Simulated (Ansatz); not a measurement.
Scan of one atom of the cell for NiSi2 (fluorite type, space group Fm-3m)

Starting cell, NiSi₂ (fluorite type, space group Fm-3m):

```yaml
crystal:
  lattice:
    - [0.00000, 2.69349, 2.69349]
    - [2.69349, 0.00000, 2.69349]
    - [2.69349, 2.69349, 0.00000]
  atoms:
    - { symbol: Ni, position: [0.00000, 0.00000, 0.00000] }
    - { symbol: Si, position: [0.25000, 0.25000, 0.25000] }
    - { symbol: Si, position: [0.75000, 0.75000, 0.75000] }
```

Scan: atom 2 (Si, nearest neighbour Ni at 2.333 Å; its periodic images, 3.8 Å or more away, move with it) is displaced towards the nearest neighbour, direction (-0.577, -0.577, -0.577) in Cartesian axes, by s. The other atoms stay.

These are r2SCAN (plane waves to 500 eV, PAW, scalar-relativistic; Ansatz, an electronic-structure program) values and carry that method's errors. k mesh 12×12×12 (Γ-centred), Fermi-Dirac smearing 0.05 eV. Energies are smeared free energies. With partly filled bands, energies and forces of such displacements shift with the k mesh and the smearing. On this mesh the relaxed cell isn't quite at rest: it carries a pressure of -0.3 GPa (compression positive) at the zero of the scan. NiSi2 is run without spin polarisation. NiSi2 was relaxed with its symmetry unable to fall. ΔE is measured from the undisplaced structure.

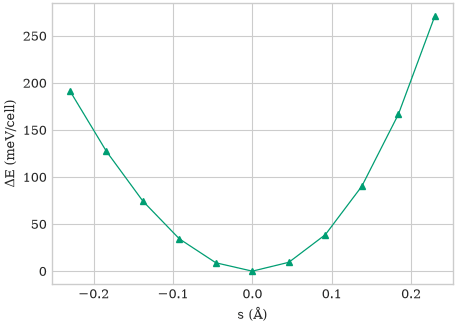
ΔE (meV/cell) against s (Å); markers are the computed points, lines only join them.

The force along the line at s = -0.230 Å is 1.51 eV/Å. The energy at s = 0.230 Å is 271 meV/cell. Shape of the curve: a single well with its minimum at or next to zero displacement. Symmetry of the curve: not even: the positive side lies higher at ±0.230 Å. Harmonic estimate at the end of the scan: ½ks² = 228 meV/cell against the computed 271 meV/cell, so the well is stiffer than harmonic there.

With its periodic images moving along, the atom's site symmetry in this cell is -43m.

(A displaced cell: forces are minus the slopes of the energy, force constants its curvatures, and phonons follow from these.)
